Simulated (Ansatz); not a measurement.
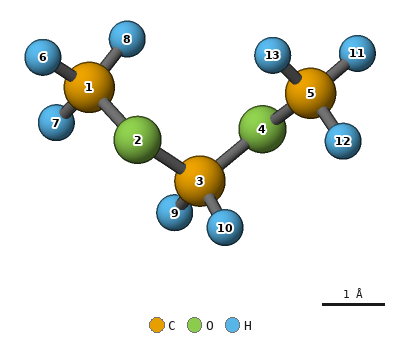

Starting structure of C₃H₈O₂. Style: ball-and-stick. Shown at a tilt.

The start comes from PBE-D4/def2-SVP.

All numbers below come from RKS PBE0-D4/def2-TZVP (Ansatz).

The input:
```yaml
crystal:
  periodic: [false, false, false]
  atoms:
    - {symbol: C, position_ang: [-1.031287, -0.798251, 1.358948]}
    - {symbol: O, position_ang: [0.263177, -0.261670, 1.149546]}
    - {symbol: C, position_ang: [0.816794, -0.620014, -0.089365]}
    - {symbol: O, position_ang: [0.159321, -0.059478, -1.195415]}
    - {symbol: C, position_ang: [0.301540, 1.347999, -1.275572]}
    - {symbol: H, position_ang: [-1.381397, -0.447041, 2.348636]}
    - {symbol: H, position_ang: [-1.016616, -1.915169, 1.360829]}
    - {symbol: H, position_ang: [-1.751755, -0.466366, 0.578511]}
    - {symbol: H, position_ang: [0.767853, -1.723791, -0.250214]}
    - {symbol: H, position_ang: [1.881269, -0.286779, -0.039894]}
    - {symbol: H, position_ang: [-0.256056, 1.688958, -2.169054]}
    - {symbol: H, position_ang: [1.372139, 1.646405, -1.387048]}
    - {symbol: H, position_ang: [-0.104583, 1.860295, -0.375107]}
basis:
  gaussian: {orbitals: def2-TZVP}
hamiltonian: {xc: pbe0, dispersion: d4}
relax: {f_tol: 0.005, max_steps: 150}
```

> Where does the relaxation end?

Over 5 geometry steps the energy falls by 5.44 kJ/mol. Largest force component: 0.6 eV/Å at the start, 0.0035 eV/Å at the end. The atom that moves furthest after the best rigid fit is H7 (0.070 Å). Largest moves by element: H 0.070 Å, C 0.015 Å, O 0.014 Å. Near-neighbour distances that change, for instance: C1–H7 1.117 → 1.098 Å, C1–H6 1.107 → 1.090 Å, C3–O4 1.404 → 1.392 Å, C1–O2 1.417 → 1.409 Å.

Step by step:

```
step  E − E(0), kJ/mol  largest force component, eV/Å
   0              0.00                         0.5999
   1             -4.93                         0.1805
   2             -5.40                         0.0240
   3             -5.42                         0.0131
   4             -5.43                         0.0044
   5             -5.44                         0.0035
```

Final geometry:

```xyz
13

C    -1.0244   -0.7893    1.3499
O     0.2622   -0.2553    1.1397
C     0.8114   -0.6148   -0.0874
O     0.1540   -0.0624   -1.1826
C     0.2963    1.3366   -1.2676
H    -1.3396   -0.4854    2.3477
H    -1.0075   -1.8862    1.2983
H    -1.7435   -0.4164    0.6137
H     0.7618   -1.7014   -0.2345
H     1.8562   -0.2806   -0.0493
H    -0.2143    1.6572   -2.1753
H     1.3552    1.6204   -1.3333
H    -0.1476    1.8426   -0.4045
```

After the run, drawn alike:

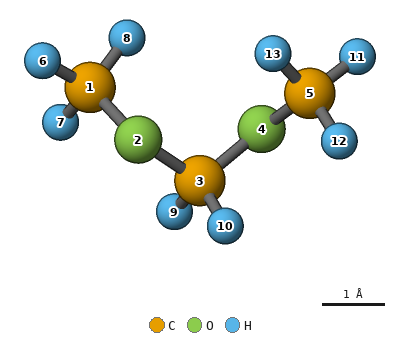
